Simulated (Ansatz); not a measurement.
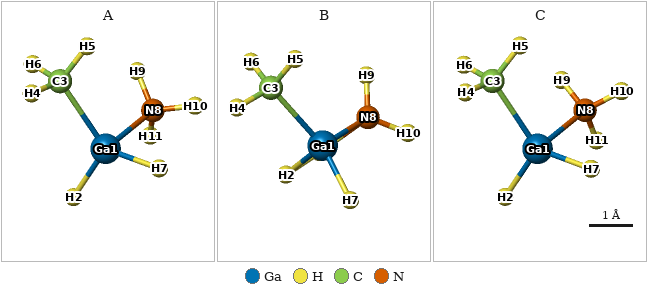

3 geometries from a converged minimum-energy path of CH₈GaN, shuffled. A ball-and-stick model, seen from a free direction.

Theory: RKS PBE0-D4/def2-mTZVP (Ansatz). Set-up: 9 movable images; climbing image; force threshold 0.05 eV/Å; iteration limit 37; starting path through a guess of the saddle point.

One of them is the converged climbing image. Which?

Answer. B. In order along the path, whose images run from 0 to 10: C (image 1, +0.1 kcal/mol), A (image 2, +0.4 kcal/mol), B (image 5, +38.4 kcal/mol). Breaking: Ga1–H2 (1.59 → 1.92 at the top → 3.64 Å), N8–H11 (1.02 → 1.43 at the top → 3.22 Å). Forming: H2–H11 (3.04 → 0.99 at the top → 0.75 Å).

The run took 8.8 min on 2 threads of Intel(R) Xeon(R) Platinum 8259CL CPU @ 2.50GHz (Skylake/Cascade Lake), with other jobs on the host, peak memory 0.24 GiB.
